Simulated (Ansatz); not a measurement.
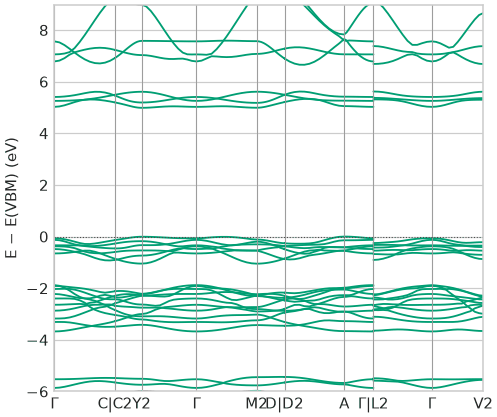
Band structure from r²SCAN (plane waves, PAW; program Ansatz)

Read off the gap and where the band edges lie.

About 5.0 eV (4.99 eV by a search for the band edges); maximum at A, minimum at Y2.

The material is KScS2O8 in space group C2/m (No. 12; Pearson symbol mS24).

The first step of the workflow began from a Materials Project structure, measured or hypothetical; the Crystallography Open Database copy checked does not list it. Whether it is the stable phase at ambient conditions was not checked. The r²SCAN relaxation kept the symmetry of its start; whether a distortion lowers the energy is not shown. No spin polarisation was allowed.

Potentials: the later of the program's two PAW sets.
